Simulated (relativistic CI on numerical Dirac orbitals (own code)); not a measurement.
# Relativistic CI calculation, with input and output: Mo²⁺

Mo²⁺. Computed at this level: Dirac-Coulomb-Breit CI, KLI orbitals optimised for each configuration, model QED (radiative potential, 1s self-energy scaled to tabulated hydrogen-like ionisation energies), valence Slater integrals scaled by 0.9, one configuration in a parametric crystal field (relativistic CI on numerical Dirac orbitals, in-house).

**Input**
```
atom Mo  Z=42  charge=2  electrons=40
nucleus A=98  rms_radius_fm=4.4091
hamiltonian dirac-coulomb  breit=on  qed=on  c_scale=1
orbitals kli  potential=per-configuration
slater_scale 0.9
correlation none
mixing on
configurations
  [Kr] 4d4
end
crystal_field Oh 10Dq=38650
```

The program writes its results to a structured record and prints no log; tables and figures of this report are taken from that record.

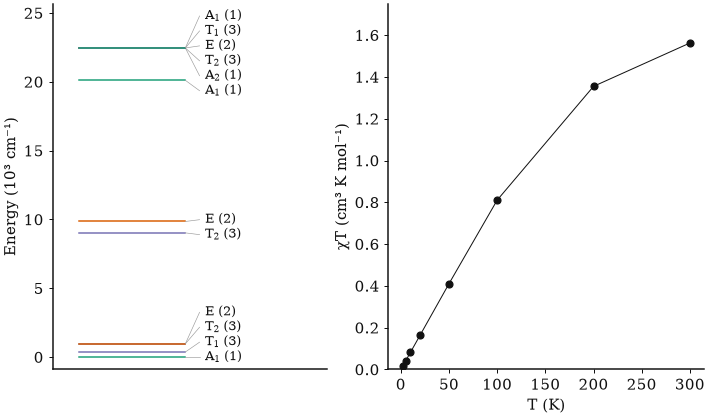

Mo²⁺ (4d⁴) in a field of Oh symmetry with 10Dq = 38,650 cm⁻¹. Labels give the double-group representation and, in brackets, the degeneracy; the lowest 12 of 91 levels are drawn. One open-shell configuration in a parametric field without covalency; powder susceptibility by Van Vleck's formula. The ground level is A₁, a singlet, with total spin S = 1.00 (from expectation values). The next level lies at 375 cm⁻¹ (T₁). The field lowers the ground state by 44,500 cm⁻¹ against the free ion. χT is 0.0164 cm³ K mol⁻¹ at 2 K, 0.411 at 50 K and 1.56 at 300 K, an effective moment of 3.54 μB at room temperature.

**Key numbers**

```
       quantity                      value
        outcome                  converged
levels computed                         91
       hardware  1 CPU thread, shared host
```

**Remarks**

Limits: the configuration is the one typed, which at low charge need not be the free ion's ground configuration.
